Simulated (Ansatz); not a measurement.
# LuHg (Pm-3m): phonons along a line and the smearing, part 2 of 2

Does LuHg (Pm-3m) have a Kohn anomaly or a soft branch that a wide smearing hides?

Ansatz 0.2.0; DFT PBEsol, scalar-relativistic, plane waves, PAW.

So far. Step 2 (Relaxing cell and atoms): The largest force is now zero by symmetry and the largest stress component 0.029 GPa, small enough for phonons. Step 4 (Phonons along a line: Fermi–Dirac smearing of 0.25 eV): Against step 3 (now smearing width 0.25 eV), the free energy moves by -59.9 meV an atom. The relaxed cell has a = 3.589 Å (conventional setting).

### Step 5. Phonons along a line: Fermi–Dirac smearing of 0.04 eV (continued)

Each wavevector solved by linear response. Frequency against |q| along the line:

```csv
|q| along the line (Å⁻¹),mode 1 = mode 2 (cm⁻¹),mode 3 (cm⁻¹),mode 4 = mode 5 (cm⁻¹),mode 6 (cm⁻¹)
0.000,0,0,85.7,85.7
0.109,10.9,16.5,85.5,87.1
0.328,30.7,45.9,83.2,94.7
0.547,46.2,65.4,79.4,103
0.766,57.1,71.1,75.5,111
```

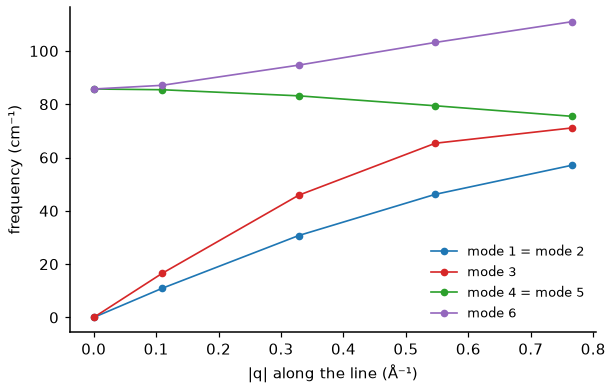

Frequency, plotted against |q| along the line.

Against step 3 (now smearing width 0.04 eV), the free energy moves by +9.1 meV an atom.

### Step 6. Wavevectors along a line: Methfessel–Paxton smearing of 0.2 eV

The smearing blurs the Fermi surface that screens the phonons; a Methfessel–Paxton width blurs it less than a thermal one.

File input.yaml:

```yaml
crystal:
  lattice:
    - [3.5891338646, 0.0, 0.0]
    - [0.0, 3.5891338646, 0.0]
    - [0.0, 0.0, 3.5891338646]
  atoms:
    - { symbol: Lu, position: [0.5, 0.5, 0.5] }
    - { symbol: Hg, position: [0.0, 0.0, 0.0] }
kpoints:
  mp_grid: { grid: [16, 16, 16] }
hamiltonian:
  xc: pbesol
scf:
  occupations: { method: methfessel_paxton, width: 0.2 }
output:
  eigenvalues: true
phonons:
  method: dfpt
  qpoints:
    - [0, 0, 0]
    - [0.0, 0.0625, 0.0]
    - [0.0, 0.1875, 0.0]
    - [0.0, 0.3125, 0.0]
    - [0.0, 0.4375, 0.0]
```

Started as:

```bash
ansatz run input.yaml --threads 4 --pin off --max-ram 8192MiB --backend cpu --events-out ev --progress --plain --runs-dir out
```

Numbers of over 12 decimals in the logs are rounded to 6 here.

The program printed:

```text
[...]
Crystal: 2 atoms, lattice volume = 46.235 Å³
Basis set: ecut = 420 eV, 895 PW (Γ), exchange–correlation on 48×48×48 points (8 copies of the dense FFT grid, shifted against one another)
Bands: 27, of which v1, the nominal top of the filled ones, is band 23 counted from 1 (22 counted from 0)
Symmetry: 48 space group operations
k-points: 165 of 4096
[...]
SCF iter   1: F=—  HF=-28280.570648 eV  |F-HF|=—  |Δ(HF+E_count)|=         —  Δρ=2.73e-3  dr2=3.15e-3  ethr=1.77e-3  ⟨swp⟩=5.2  Hψ=22205  notcnv=0
[...]
SCF iter  10: F=-28280.568517 eV  HF=-28280.568517 eV  |F-HF|=7.28e-12  |Δ(HF+E_count)|=    0.00e0  S|Δr|=    0.00e0  Δρ=4.23e-8  dr2=8.57e-13  ethr=1.00e-12  ⟨swp⟩=8.8  Hψ=31430  notcnv=0
SCF 1 converged in 10 iterations: F = -28280.568517 eV  dr2 = 8.57e-13
[...]
SCF converged after 10 iterations
Stability not checked: this state was not tested for a lower state beside it, because cold or Methfessel-Paxton smearing, or corrected tetrahedra, fill the levels in a way that the test cannot read (fill_not_monotonic; see scf.lower_state_search)
Free energy (F): -28280.568517 eV
[...]
Internal energy: -28280.574019 eV  (E = F + TS)
E sigma→0 (E₀):  -28280.569893 eV
Entropy (-TS):   0.005502 eV (2.751 meV/atom)
Fermi energy:    16.975790 eV
[...]
--- Band table (eV; the first three rows and the last of 165) ---
  k-point 0: bands = [... 19 lower, 11.4430, 11.4629, 17.4316, 17.4316, 21.4780, 21.4780, 21.4780, 21.5245]
  k-point 1: bands = [... 19 lower, 11.4448, 11.4648, 17.3976, 17.4182, 20.7933, 20.7933, 21.1581, 21.4644]
  k-point 2: bands = [... 19 lower, 11.4500, 11.4704, 17.2245, 17.3798, 20.1503, 20.1503, 20.5523, 21.4260]
  k-point 164: bands = [... 19 lower, 11.4674, 14.8491, 14.8491, 14.8491, 15.4101, 22.3244, 22.3244, 22.3244]
[...]
ASR residual: 2.586e-5 → 0.000e0 eV/Å²; symmetrization residual: 5.412e-6 eV/Å²
  ASR residual per site (eV/Å²): 2.59e-5 1.43e-6
  Γ frequencies (cm⁻¹): 0.00 0.00 0.00 85.79 85.79 85.79
[...]
--- Phonons (arbitrary-q DFPT): 5 explicit q-points ---
[...]
```

The job ended after 7.4 min (4 threads of Arm Neoverse V2, shared host; peak memory 3.8 GiB).

Each wavevector solved by linear response. Frequency against |q| along the line:

```csv
|q| along the line (Å⁻¹),mode 1 = mode 2 (cm⁻¹),mode 3 (cm⁻¹),mode 4 = mode 5 (cm⁻¹),mode 6 (cm⁻¹)
0.000,0,0,85.8,85.8
0.109,10.8,16.4,85.5,87.0
0.328,30.4,45.8,83.1,94.4
0.547,45.9,65.4,79.4,103
0.766,56.9,70.9,75.3,111
```

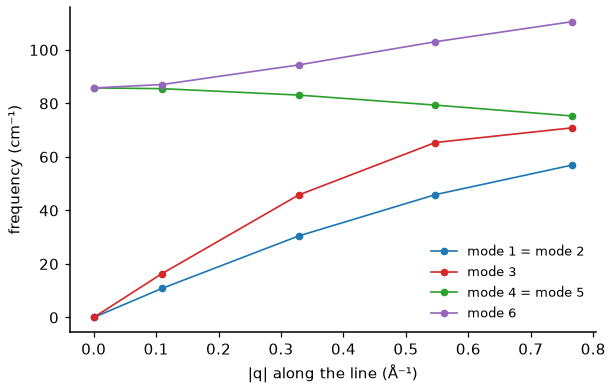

Frequency against |q| along the line.

Against step 3 (now occupations Methfessel-Paxton and smearing width 0.2 eV), the free energy moves by +11.6 meV an atom.

### Step 7. The lowest branch at each setting

Table of lowest frequency by |q| along the line:

```csv
|q| along the line (Å⁻¹),"fermi dirac 0.1 eV, k 16x16x16 (cm⁻¹)","fermi dirac 0.25 eV, k 16x16x16 (cm⁻¹)","fermi dirac 0.04 eV, k 16x16x16 (cm⁻¹)","methfessel paxton 0.2 eV, k 16x16x16 (cm⁻¹)"
0.000,0,0,0,0
0.109,10.7,10.6,10.9,10.8
0.328,30.2,30.3,30.7,30.4
0.547,46.2,46.7,46.2,45.9
0.766,57.3,57.8,57.1,56.9
```

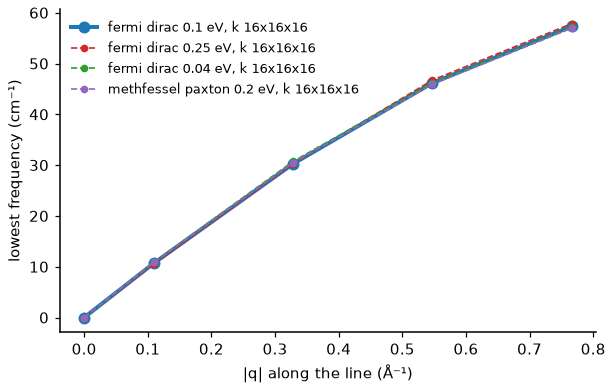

Lowest frequency, plotted against |q| along the line.

### Step 8. Results

```yaml
phonon_run_of_the_rows_without_a_label_of_their_own: PBEsol, k 16×16×16
lowest_branch_at_the_last_solved_point_fermi_dirac_0p1_ev: 57.3 cm⁻¹ at |q| = 0.766 Å⁻¹
lowest_branch_at_the_last_solved_point_fermi_dirac_0p25_ev: 57.8 cm⁻¹ at |q| = 0.766 Å⁻¹
lowest_branch_at_the_last_solved_point_fermi_dirac_0p04_ev: 57.1 cm⁻¹ at |q| = 0.766 Å⁻¹
lowest_branch_at_the_last_solved_point_methfessel_paxton_0p2_ev: 56.9 cm⁻¹ at |q| = 0.766 Å⁻¹
```

No branch softens by more than 4 % of the top frequency as the smearing narrows, so no anomaly that hangs on the smearing shows at these points. The line holds 5 wavevectors, so a narrow dip between them would be missed. Between Fermi–Dirac 0.25 eV and Fermi–Dirac 0.04 eV the largest change, with modes counted by rank of frequency, is in mode 3 at |q| = 0.766 Å⁻¹, from 73.4 to 71.1 cm⁻¹. Where branches cross, a count by rank can hide a softening. At the narrowest width the k mesh may not resolve the Fermi surface, so part of the change can be mesh noise. Spin–orbit coupling, left out here, matters for Hg.

[Logs are printed without paths, hosts, clocks, repeated set-up lines and the standing remarks that a program may print on its own settings, such as how far it seeks lower states.]

[Hosts, paths, dates, database ids (printed as entryN), source tags and the programs' standing remarks are cut or masked in the printed files.]
